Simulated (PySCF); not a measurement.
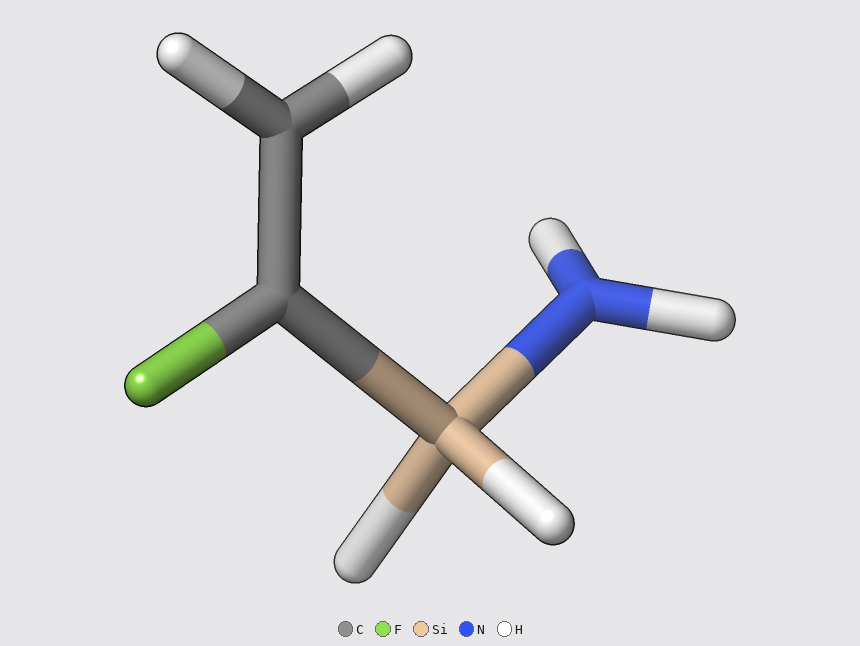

Stick drawing of a structure. Every bond is drawn as one stick, whatever its order.

Computed geometry: PBE0-D3(BJ)/def2-SVP optimisation. No frequency run is at hand to confirm it as a minimum.

What does the picture show?

The molecule is C₂H₆FNSi. Its SMILES string is `C=C(F)[SiH2]N`. It has no ring. Among its groups: alkene, C–F bond, Si–H bond, Si–N bond. The point group is C1. Coordination, clear cases only: 2 C trigonal planar; 1 Si tetrahedral.

More results for the same structure follow; atom numbers are the same in all pictures, views and colours differ.

**Electronic properties**

No frequency run is at hand to confirm it as a minimum. Level of theory: PBE0/6-31G, gas phase (PySCF 2.14.0).

> Give the LUMO energy (Kohn–Sham orbital) at this level.

0.28 eV.

> Estimate the dipole moment.

2.82 D.

> What is the HOMO energy (Kohn–Sham orbital)?

−7.20 eV.

**Charges**

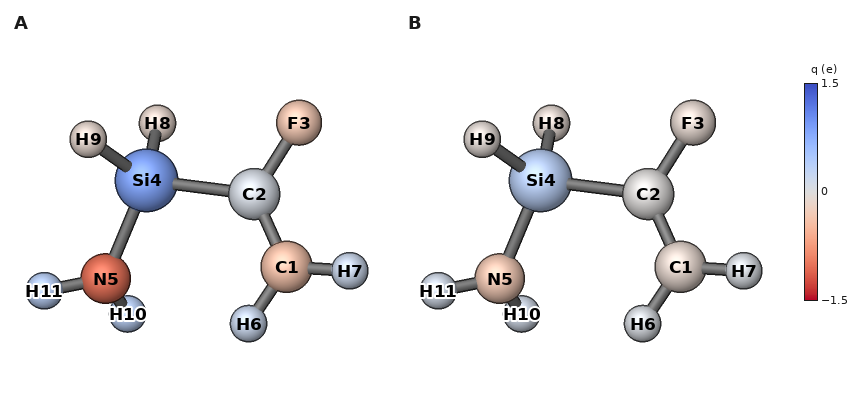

Atomic charges of one calculation by 2 schemes, on one colour scale. No frequency run is at hand to confirm it as a minimum. Computed with PBE0/6-31G (PySCF 2.14.0).

> The schemes are Hirshfeld, Mulliken. Which panel shows which?

A Mulliken, B Hirshfeld.

List the charges (e), one line for each set of equivalent atoms.

```tsv
atom	Mulliken	Hirshfeld
C1	−0.38	−0.12
C2	0.07	−0.02
F3	−0.33	−0.10
Si4	0.83	0.35
N5	−1.02	−0.31
H6	0.19	0.05
H7	0.18	0.05
H8	−0.12	−0.08
H9	−0.11	−0.07
H10	0.34	0.12
H11	0.34	0.12
```

**Bond orders**

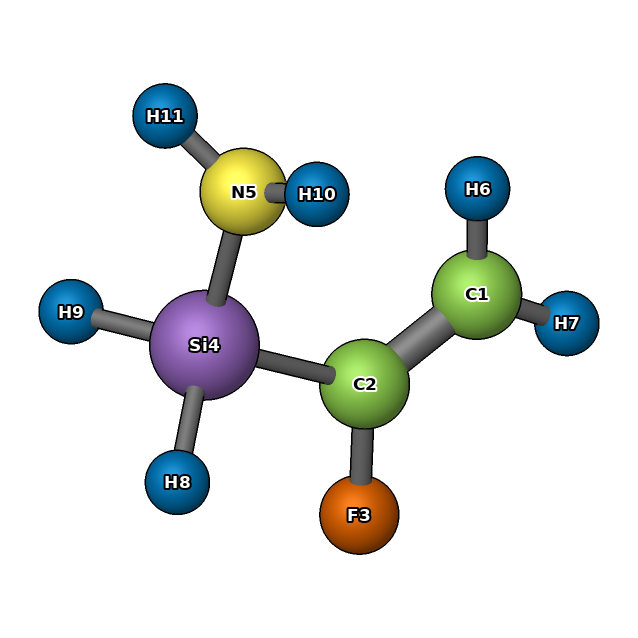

The thickness of each stick grows with its Mayer bond order. No frequency run is at hand to confirm it as a minimum. Level of theory: PBE0/STO-3G (PySCF 2.14.0).

List the Mayer bond orders of C1–C2, C1–H6, C1–H7, C2–F3, C2–Si4, Si4–N5, Si4–H8, Si4–H9, N5–H10, N5–H11.

```csv
bond,Mayer order,length (Å)
C1–C2,1.84,1.332
C1–H6,0.96,1.091
C1–H7,0.96,1.094
C2–F3,1.06,1.347
C2–Si4,0.83,1.888
Si4–N5,0.93,1.727
Si4–H8,0.88,1.498
Si4–H9,0.92,1.493
N5–H10,0.94,1.013
N5–H11,0.94,1.012
```

Mulliken values depend strongly on the basis set and can even reverse the polarity of a bond.
